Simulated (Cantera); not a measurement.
A closed system holds: 1 mol Si3N4, 0.35 mol N2O, 220 mol H2, at 5.20 Pa.

Cantera equilibrium calculation (NASA polynomials, part measured and part estimated; ideal gas, pure solids and liquids). Candidate condensed phases: H2O, Si, SiO2, Si2N2O, Si3N4; 35 gas species. Mutual solubility and eutectic melting of coexisting phases are not modelled. The numbers say what is thermodynamically allowed, not how fast it happens.

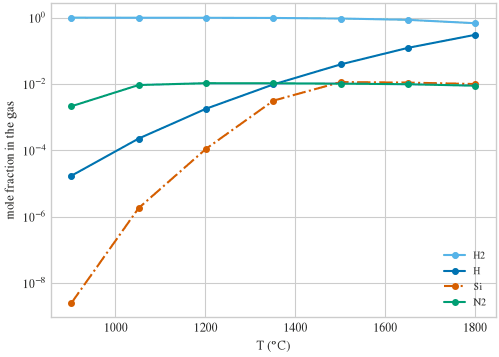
Figure. Equilibrium gas composition (values under 1e-9 drawn at 1e-9)

Problem. Read off the mole fractions at 1652 °C.

Solution. H2 about 0.86, H about 0.12, Si about 0.011, N2 about 0.0098.
